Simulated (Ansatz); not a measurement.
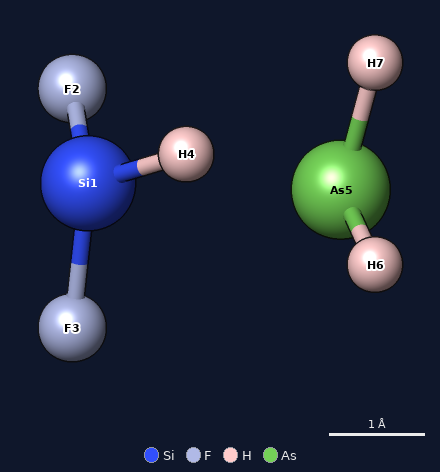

Starting structure of SiAsH3F2. The picture is a ball-and-stick view, seen at a tilt.

The reaction that was planned forms Si1–H4, Si1–As5 and breaks H4–As5 (atoms numbered from 1 in input order).

These are results of RKS PBE0-D4/def2-TZVP in Ansatz, not measurements.

The input:
```yaml
crystal:
  periodic: [false, false, false]
  atoms:
    - {symbol: Si, position_ang: [0.521893, -0.903026, 0.847866]}
    - {symbol: F, position_ang: [-0.785755, -1.101745, 1.782574]}
    - {symbol: F, position_ang: [0.593756, -2.149333, -0.183994]}
    - {symbol: H, position_ang: [0.889561, 0.478744, 0.369821]}
    - {symbol: As, position_ang: [-0.787486, 0.640766, -0.894051]}
    - {symbol: H, position_ang: [0.366098, 1.074166, -1.791269]}
    - {symbol: H, position_ang: [-0.798168, 1.960427, -0.131046]}
basis:
  gaussian: {orbitals: def2-TZVP}
hamiltonian: {xc: pbe0, dispersion: d4}
saddle:
  f_tol: 0.01
  max_steps: 50
  order_check: false
  mode_guess:
    - [-0.4819, 0.3036, -0.4994]
    - [0.0812, -0.0258, 0.1166]
    - [0.1163, -0.0543, 0.0675]
    - [0.4540, -0.0043, 0.3239]
    - [-0.1960, -0.0600, -0.1097]
    - [-0.0008, -0.0661, 0.0637]
    - [0.0272, -0.0931, 0.0375]
```

Where does the saddle-point search end?

Answer. The largest moves after the best rigid fit, 0.027 Å, are those of F2 and F3. Largest moves by element: F 0.027 Å, As 0.025 Å, H 0.020 Å, Si 0.012 Å. Among the contacts that change: Si1–As5 2.671 → 2.701 Å, Si1–F2 1.620 → 1.592 Å. The search converged after 7 steps with a largest force component of 0.00018 eV/Å and a curvature of −13.97 eV/Å² along the mode that it followed. The run took roughly 4 core-minutes on a shared host.

Final geometry:

```xyz
7

Si    0.5173   -0.9142    0.8505
F    -0.7633   -1.1132    1.7750
F     0.5931   -2.1435   -0.1580
H     0.8756    0.4644    0.3671
As   -0.7978    0.6567   -0.9097
H     0.3677    1.0835   -1.7897
H    -0.7927    1.9664   -0.1354
```
